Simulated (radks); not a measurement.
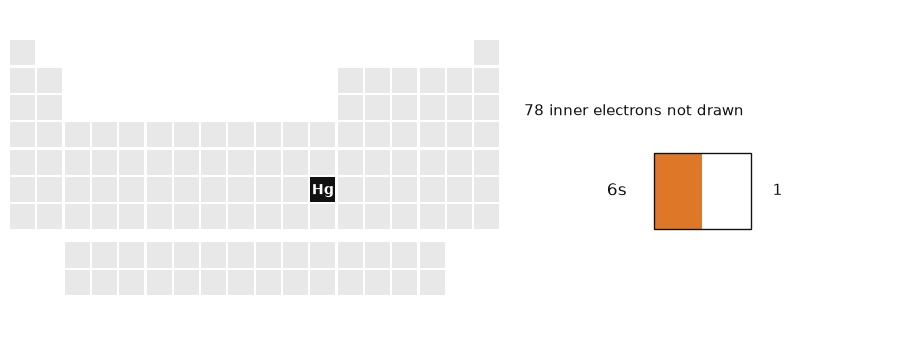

Fig. 1: Left, the place of mercury in the periodic table; right, the outer shells as the input fills them: a box for each of the 2l + 1 orbitals, shaded by the share of the shell that is filled, with the electron count at the right.

Atomic calculation, with input and output: Hg⁺

Hg⁺ (Z = 80, 79 electrons) in the configuration [Xe] 4f14 5d10 6s1. Computed at this level: Dirac Kohn-Sham, PBE, spin-unpolarised, spherical densities, point nucleus (the in-house radial solver radks).

The input:
```
Z 80
configuration [Xe] 4f14 5d10 6s1
relativity Dirac
functional pbe,pbe
spin unpolarised
j_filling energy
nucleus point
c 137.035999084
mesh_step 0.03
max_iterations 83
```

Energies in input and log are in hartree, lengths in bohr.

The run was one of a batch that the task file lists, launched with:
```bash
python <driver script> task.json out
```

The program's output:
```
1s1/2   1   2.0000       -3052.29976409
2s1/2   1   2.0000        -540.77610887
2p1/2   1   2.0000        -518.75819130
2p3/2   1   4.0000        -447.16722345
3s1/2   1   2.0000        -128.56474545
3p1/2   1   2.0000        -118.67055760
3p3/2   1   4.0000        -102.81266628
3d3/2   1   4.0000         -86.47586189
3d5/2   1   6.0000         -83.07897412
4s1/2   1   2.0000         -28.52557248
4p1/2   1   2.0000         -24.28690812
4p3/2   1   4.0000         -20.45800007
4d3/2   1   4.0000         -13.54260547
4d5/2   1   6.0000         -12.82894607
4f5/2   1   6.0000          -3.93130740
4f7/2   1   8.0000          -3.77724691
5s1/2   1   2.0000          -4.66523722
5p1/2   1   2.0000          -3.26909520
5p3/2   1   4.0000          -2.59855767
5d3/2   1   4.0000          -0.73454042
5d5/2   1   6.0000          -0.66570942
6s1/2   1   1.0000          -0.54092626
Etot -19661.761001349223
Ekin 22694.153255241108
Encl -49590.9163899228
Eh 7608.491169588033
Exc -373.48903625556375
err 1.2364719481745546e-09
it 15
```

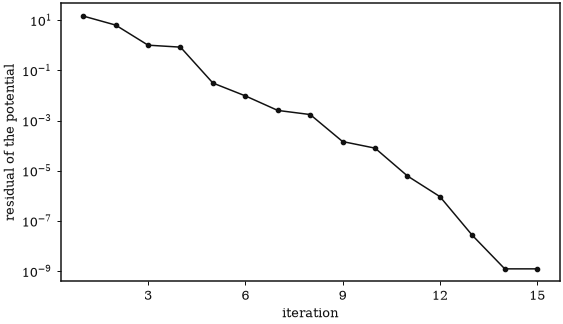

Fig. 2: Convergence: residual of the potential against the iteration. The residual falls almost steadily, with no more than small rises or pauses. It goes from 15 to 1.2×10⁻⁹ in 15 steps.

Outcome:

```tsv
quantity	value
outcome	converged
total energy	−19661.7610 hartree
kinetic energy	22694.1533 hartree
electron–nucleus energy	−49590.9164 hartree
Hartree energy	7608.4912 hartree
exchange–correlation energy	−373.489036 hartree
radius at density 0.001 e/bohr³	3.90 bohr
SCF iterations	15
hardware	1 thread of Arm Neoverse V2, 23 GiB of memory available, shared host
```

What is odd here:

A numerical setting was moved from its usual value: mesh step h = 0.03. The program ran to the end, and its total energy equals that of the same run with the usual input (−19661.76101 hartree) within 10⁻⁵ hartree, so the oddity leaves no trace in it.
